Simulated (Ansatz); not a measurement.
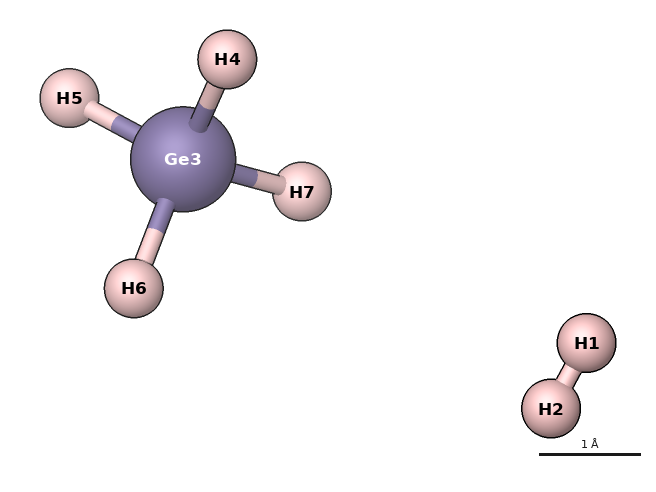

(Drawn from a calculation with Ansatz.)

Atoms carry their numbers in the input. Geometry: a pair of rigid molecules at a changed separation.

### Describe the coordination of atom 3.

Ge3 has 4 neighbours (H4 at 1.53, H5 at 1.53, H6 at 1.53, H7 at 1.53 Å); the arrangement is tetrahedral.
